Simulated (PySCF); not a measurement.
**TaO(OH)3: forces at shaken geometries**

How stiff is TaO(OH)3? Its atoms are displaced at random by several amounts. The structure is generated, not taken from experiment.

Program: PySCF 2.14.0. Level of theory: PBE, Ta def2-SVP with ECP60, O def2-SVP, H def2-SVP; scalar-relativistic core potentials, no spin–orbit coupling. These are calculated values, not measurements.

2 further runs of the same task are left out: 2 for a known fault of the program.

## (1) The system as given

8 atoms, charge 0, spin multiplicity 1.

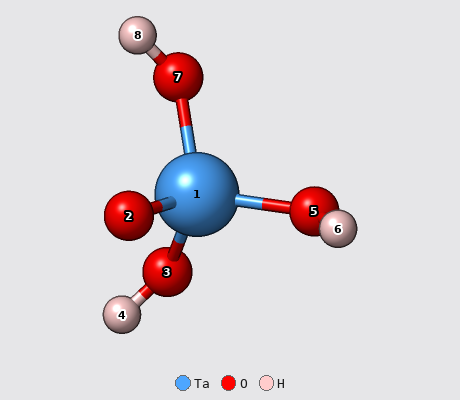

The geometry (tantalum blue, oxygen red, hydrogen pink); atoms are numbered from 1 in the order of the file.

Geometry (Å):

```xyz
8
charge 0, multiplicity 1
Ta   -0.34000    0.00000    0.17427
O     0.55613    0.00000    1.67019
O     0.15057    1.57886   -0.81367
H     0.80146    2.26648   -0.59520
O    -2.22610    0.00000    0.56926
H    -2.69500    0.00000    1.41988
O     0.15057   -1.57886   -0.81367
H     0.80146   -2.26648   -0.59520
```

Formal oxidation states: Ta +5. An earlier session relaxed this geometry at PBE, Ta def2-SVP with ECP60, O def2-SVP, H def2-SVP (singlet, point group Cs).

Its energy there is -359.458611 Eh.

## (2) Atoms moved at random, σ = 0.15 Å

The input, run.py (the lines that set the calculation):

```python
mol = gto.M(atom='''
Ta    -0.19616    -0.06661     0.08185
O      0.36687    -0.03788     1.69668
O     -0.03308     1.48028    -0.66136
H      0.91987     2.16119    -0.35163
O     -2.16033     0.08033     0.44269
H     -2.73818    -0.10622     1.14327
O      0.17233    -1.30673    -0.73715
H      0.86776    -2.20437    -0.59849''',
    basis={'Ta': 'def2-SVP', 'O': 'def2-SVP', 'H': 'def2-SVP'},
    ecp={'Ta': 'def2-SVP'},
    charge=0, spin=0)
mf = dft.RKS(mol, xc='PBE')
mf.grids.atom_grid = (50, 194)
mf = mf.density_fit()  # fitting sets: Ta def2-universal-JKFIT, O def2-universal-JKFIT, H def2-universal-JKFIT
mf.conv_tol = 1e-08; mf.max_cycle = 55
mf.kernel(dm0)  # dm0: the density of the relaxed state
```

On the command line:

```sh
$ OMP_NUM_THREADS=2 python run.py
```

Output:

```text
init E= -359.149551962469
  HOMO = -0.327474847701061  LUMO = -0.179373440060605  gap/eV = 4.03004
cycle= 1 E= -359.14148746835  delta_E= 0.00806  |g|= 0.49  |ddm|= 1.48
  HOMO = -0.140331955911704  LUMO = -0.0856468429131851  gap/eV = 1.48806
cycle= 2 E= -358.753278898375  delta_E= 0.388  |g|= 1.43  |ddm|=    2
  HOMO = -0.208304234703556  LUMO = -0.0651734842986983  gap/eV = 3.89479
cycle= 3 E= -359.153048724768  delta_E= -0.4  |g|= 0.441  |ddm|= 1.68
  HOMO = -0.221612160475933  LUMO = -0.0764867887356432  gap/eV = 3.94906
cycle= 4 E= -359.189479164271  delta_E= -0.0364  |g|= 0.173  |ddm|= 0.455
  HOMO = -0.223688863132028  LUMO = -0.0819482979384713  gap/eV = 3.85696
cycle= 5 E= -359.194339645698  delta_E= -0.00486  |g|= 0.0697  |ddm|= 0.144
  HOMO = -0.219912020017608  LUMO = -0.0817506486558041  gap/eV = 3.75956
cycle= 6 E= -359.195168770445  delta_E= -0.000829  |g|= 0.0219  |ddm|= 0.0645
  HOMO = -0.221376228812774  LUMO = -0.0814014840430156  gap/eV = 3.80891
cycle= 7 E= -359.195278885887  delta_E= -0.00011  |g|= 0.00566  |ddm|= 0.0223
  HOMO = -0.221397760251122  LUMO = -0.0810351269052137  gap/eV = 3.81946
cycle= 8 E= -359.195284879956  delta_E= -5.99e-06  |g|= 0.00248  |ddm|= 0.00461
  HOMO = -0.221386464138137  LUMO = -0.0810412317516052  gap/eV = 3.81899
cycle= 9 E= -359.195286055951  delta_E= -1.18e-06  |g|= 0.000648  |ddm|= 0.00177
  HOMO = -0.22143429701465  LUMO = -0.0810444488039345  gap/eV = 3.82020
cycle= 10 E= -359.195286133293  delta_E= -7.73e-08  |g|= 0.000183  |ddm|= 0.000534
  HOMO = -0.221413890523035  LUMO = -0.0810464953597206  gap/eV = 3.81959
cycle= 11 E= -359.195286138402  delta_E= -5.11e-09  |g|= 8.22e-05  |ddm|= 0.000185
  HOMO = -0.221440748801103  LUMO = -0.0810389630644666  gap/eV = 3.82053
Extra cycle  E= -359.195286128525  delta_E= 9.88e-09  |g|= 0.000233  |ddm|= 0.000244
converged SCF energy = -359.195286128525
```

Run time: 11 s. Hardware: 2 threads of Intel Xeon Platinum 8259CL at 2.50GHz (Skylake/Cascade Lake), shared host.

Result: E = -359.195286 Eh (+7.165 eV from the relaxed state), HOMO -6.03 eV, LUMO -2.21 eV, Mulliken charge on Ta1 +0.58 e, largest force component 26.740 eV/Å. 

| atom | Fx | Fy | Fz (eV/Å) |
| --- | --- | --- | --- |
| Ta1 | -13.884 | 15.911 | 18.091 |
| O2 | 2.552 | -0.465 | 3.077 |
| O3 | 6.581 | 11.518 | -3.407 |
| H4 | -4.293 | -2.574 | -1.499 |
| O5 | 2.235 | 0.015 | -2.771 |
| H6 | -1.258 | -0.602 | 1.973 |
| O7 | 10.816 | -26.740 | -14.480 |
| H8 | -2.749 | 2.937 | -0.983 |

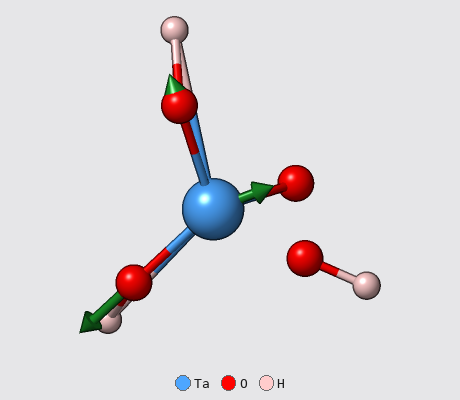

Forces as arrows, the longest for the largest force.

## (3) Atoms moved at random, σ = 0.03 Å

The input, run.py (the lines that set the calculation):

```python
mol = gto.M(atom='''
Ta    -0.36435    -0.01153     0.21902
O      0.59938     0.01514     1.66281
O      0.10919     1.56540    -0.83923
H      0.78502     2.23436    -0.62685
O     -2.21356     0.01071     0.55701
H     -2.67627     0.01219     1.43220
O      0.15805    -1.55369    -0.77658
H      0.80163    -2.27258    -0.61251''',
    basis={'Ta': 'def2-SVP', 'O': 'def2-SVP', 'H': 'def2-SVP'},
    ecp={'Ta': 'def2-SVP'},
    charge=0, spin=0)
mf = dft.RKS(mol, xc='PBE')
mf.grids.atom_grid = (50, 194)
mf = mf.density_fit()  # fitting sets: Ta def2-universal-JKFIT, O def2-universal-JKFIT, H def2-universal-JKFIT
mf.conv_tol = 1e-08; mf.max_cycle = 55
mf.kernel(dm0)  # dm0: the density of the relaxed state
```

On the command line:

```sh
$ OMP_NUM_THREADS=2 python run.py
```

Output:

```text
init E= -359.449934120763
  HOMO = -0.276328553667248  LUMO = -0.0426709557541976  gap/eV = 6.35815
cycle= 1 E= -359.454597134069  delta_E= -0.00466  |g|= 0.0544  |ddm|= 0.256
  HOMO = -0.260700252367456  LUMO = -0.03620887513939  gap/eV = 6.10872
cycle= 2 E= -359.450683475853  delta_E= 0.00391  |g|= 0.149  |ddm|= 0.154
  HOMO = -0.267526816564248  LUMO = -0.0357256086451732  gap/eV = 6.30763
cycle= 3 E= -359.455079529632  delta_E= -0.0044  |g|= 0.0318  |ddm|= 0.114
  HOMO = -0.26933564929211  LUMO = -0.0371415512927741  gap/eV = 6.31832
cycle= 4 E= -359.455188022852  delta_E= -0.000108  |g|= 0.0233  |ddm|= 0.0375
  HOMO = -0.268953488198249  LUMO = -0.0371579996050548  gap/eV = 6.30748
cycle= 5 E= -359.455294300603  delta_E= -0.000106  |g|= 0.00259  |ddm|= 0.0162
  HOMO = -0.269039369265514  LUMO = -0.0368931930813857  gap/eV = 6.31702
cycle= 6 E= -359.455295495022  delta_E= -1.19e-06  |g|= 0.00137  |ddm|= 0.00307
  HOMO = -0.268958637747192  LUMO = -0.0369174789098472  gap/eV = 6.31416
cycle= 7 E= -359.455295876462  delta_E= -3.81e-07  |g|= 0.000298  |ddm|= 0.00108
  HOMO = -0.268990211160023  LUMO = -0.0369430947586246  gap/eV = 6.31432
cycle= 8 E= -359.455295892416  delta_E= -1.6e-08  |g|= 6.29e-05  |ddm|= 0.000251
  HOMO = -0.268989194349293  LUMO = -0.0369374922702132  gap/eV = 6.31445
cycle= 9 E= -359.455295893078  delta_E= -6.62e-10  |g|= 3.39e-05  |ddm|= 6.89e-05
  HOMO = -0.268985523573738  LUMO = -0.0369371721250788  gap/eV = 6.31436
Extra cycle  E= -359.455295891466  delta_E= 1.61e-09  |g|= 9.49e-05  |ddm|= 8.89e-05
converged SCF energy = -359.455295891466
```

It took 10 s on 2 threads of Intel Xeon Platinum 8259CL at 2.50GHz (Skylake/Cascade Lake), shared host.

Result: E = -359.455296 Eh (+0.090 eV from the relaxed state), HOMO -7.32 eV, LUMO -1.01 eV, Mulliken charge on Ta1 +0.84 e, largest force component 1.774 eV/Å. 

| atom | Fx | Fy | Fz (eV/Å) |
| --- | --- | --- | --- |
| Ta1 | 1.774 | 0.952 | -1.429 |
| O2 | 0.012 | 0.003 | 0.632 |
| O3 | -0.161 | -0.423 | 0.388 |
| H4 | -0.054 | -0.092 | 0.003 |
| O5 | -1.766 | -0.067 | 1.341 |
| H6 | 0.239 | 0.005 | -0.755 |
| O7 | 0.185 | -0.686 | -0.142 |
| H8 | -0.229 | 0.308 | -0.038 |

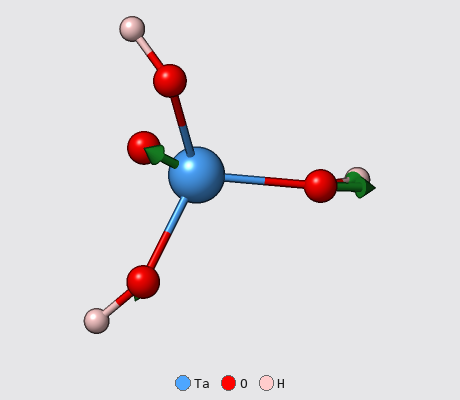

Forces as arrows, the longest for the largest force.

## (4) Atoms moved at random, σ = 0.15 Å

The input, run.py (the lines that set the calculation):

```python
mol = gto.M(atom='''
Ta    -0.14189     0.32109     0.22180
O      0.50611    -0.17136     1.72491
O     -0.02329     1.49129    -1.02090
H      0.89870     2.21863    -0.59481
O     -2.08355     0.06733     0.54329
H     -2.87809    -0.22383     1.41764
O      0.10653    -1.59764    -0.63756
H      0.81456    -2.10549    -0.63850''',
    basis={'Ta': 'def2-SVP', 'O': 'def2-SVP', 'H': 'def2-SVP'},
    ecp={'Ta': 'def2-SVP'},
    charge=0, spin=0)
mf = dft.RKS(mol, xc='PBE')
mf.grids.atom_grid = (50, 194)
mf = mf.density_fit()  # fitting sets: Ta def2-universal-JKFIT, O def2-universal-JKFIT, H def2-universal-JKFIT
mf.conv_tol = 1e-08; mf.max_cycle = 55
mf.kernel(dm0)  # dm0: the density of the relaxed state
```

On the command line:

```sh
$ OMP_NUM_THREADS=2 python run.py
```

Output:

```text
init E= -358.757752321809
  HOMO = -0.428666079890409  LUMO = -0.338559982456957  gap/eV = 2.45191
cycle= 1 E= -359.144268523951  delta_E= -0.387  |g|= 0.664  |ddm|= 1.85
  HOMO = -0.100594843305387  LUMO = -0.0625654587843556  gap/eV = 1.03483
cycle= 2 E= -358.713288120074  delta_E= 0.431  |g|= 1.53  |ddm|= 2.03
  HOMO = -0.213926686425427  LUMO = -0.0975419527806807  gap/eV = 3.16699
cycle= 3 E= -359.152267360722  delta_E= -0.439  |g|= 0.653  |ddm|= 1.66
  HOMO = -0.217920218481947  LUMO = -0.123919715709885  gap/eV = 2.55788
cycle= 4 E= -359.236886582413  delta_E= -0.0846  |g|= 0.25  |ddm|= 0.647
  HOMO = -0.236354973369163  LUMO = -0.12536759801592  gap/eV = 3.02012
cycle= 5 E= -359.247339939945  delta_E= -0.0105  |g|= 0.105  |ddm|= 0.231
  HOMO = -0.221630289969061  LUMO = -0.127546592516811  gap/eV = 2.56015
cycle= 6 E= -359.249287003153  delta_E= -0.00195  |g|= 0.0424  |ddm|= 0.118
  HOMO = -0.224568792456878  LUMO = -0.127226497422086  gap/eV = 2.64882
cycle= 7 E= -359.249640182482  delta_E= -0.000353  |g|= 0.0229  |ddm|= 0.046
  HOMO = -0.225433422116531  LUMO = -0.126613393144815  gap/eV = 2.68903
cycle= 8 E= -359.249738403207  delta_E= -9.82e-05  |g|= 0.00697  |ddm|= 0.0164
  HOMO = -0.225414417438134  LUMO = -0.126640186970597  gap/eV = 2.68778
cycle= 9 E= -359.249748064306  delta_E= -9.66e-06  |g|= 0.0021  |ddm|= 0.00496
  HOMO = -0.225539284104607  LUMO = -0.126647570506787  gap/eV = 2.69098
cycle= 10 E= -359.249748727555  delta_E= -6.63e-07  |g|= 0.00118  |ddm|= 0.00186
  HOMO = -0.225514709211142  LUMO = -0.126625554503896  gap/eV = 2.69091
cycle= 11 E= -359.249749005697  delta_E= -2.78e-07  |g|= 7.17e-05  |ddm|= 0.000845
  HOMO = -0.225516423315112  LUMO = -0.126632463399062  gap/eV = 2.69077
cycle= 12 E= -359.249749006889  delta_E= -1.19e-09  |g|= 2.02e-05  |ddm|= 9.18e-05
  HOMO = -0.225510526955259  LUMO = -0.126629993607715  gap/eV = 2.69068
Extra cycle  E= -359.249749006542  delta_E= 3.47e-10  |g|= 4.57e-05  |ddm|= 5.29e-05
converged SCF energy = -359.249749006542
```

Run time: 11 s. Hardware: 2 threads of Intel Xeon Platinum 8259CL at 2.50GHz (Skylake/Cascade Lake), shared host.

Result: E = -359.249749 Eh (+5.683 eV from the relaxed state), HOMO -6.14 eV, LUMO -3.45 eV, Mulliken charge on Ta1 +0.75 e, largest force component 15.074 eV/Å. 

| atom | Fx | Fy | Fz (eV/Å) |
| --- | --- | --- | --- |
| Ta1 | -7.713 | -15.074 | 4.055 |
| O2 | 3.249 | 1.359 | 3.595 |
| O3 | 6.425 | 11.828 | -4.985 |
| H4 | -3.469 | -2.096 | -2.447 |
| O5 | -2.328 | -0.282 | 3.031 |
| H6 | 4.114 | 1.224 | -3.812 |
| O7 | -6.254 | 7.112 | 0.190 |
| H8 | 5.977 | -4.072 | 0.372 |

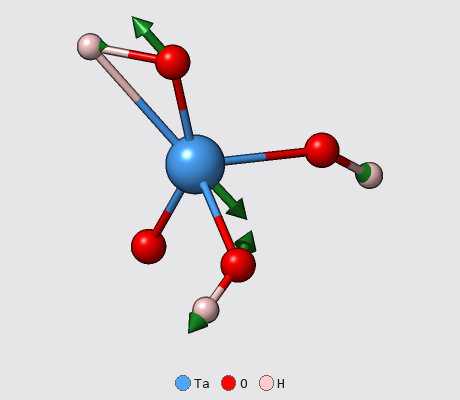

Forces as arrows, the longest for the largest force.

## (5) The displacements side by side

| σ (Å) | energy rise (eV) | harmonic estimate −½ F·u (eV) | largest force component (eV/Å) |
| --- | --- | --- | --- |
| 0.15 | 7.165 | 8.326 | 26.74 |
| 0.03 | 0.090 | 0.091 | 1.77 |
| 0.15 | 5.683 | 4.799 | 15.07 |

Every displacement raises the energy. For a harmonic well the rise equals −½ F·u; the two differ by at most 16 % here (a move with σ = 0.15 Å), from anharmonicity, the grid and the small forces left at the relaxed point. These are double-zeta-type bases without diffuse functions. Spin–orbit coupling is left out.
